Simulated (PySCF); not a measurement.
Vertical excitations of a molecule C3HBrClF from TDDFT-B3LYP/def2-SVPD in PySCF 2.14.0, as energy in eV (oscillator strength): 4.61 (0.000), 5.03 (0.000), 5.35 (0.002), 5.40 (0.001), 5.76 (0.074), 5.95 (0.001), 6.00 (0.000), 6.13 (0.000), 6.46 (0.140), 6.53 (0.173). Lowest triplet (TDA): 3.87 eV. The structure is a stationary point at B3LYP-D3(BJ)/def2-SVP. The values are those of a single conformer.

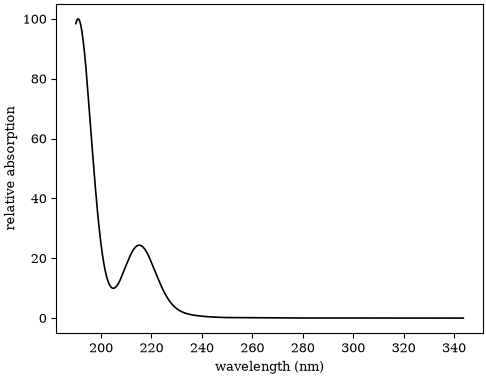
*The lines broadened by 0.4 eV.*

Task: Identify the compound among the candidates.
A) FC=C=C(Cl)Br
B) FC(Cl)=C=CBr
C) FC(Br)=C=CCl

Result: A, FC=C=C(Cl)Br
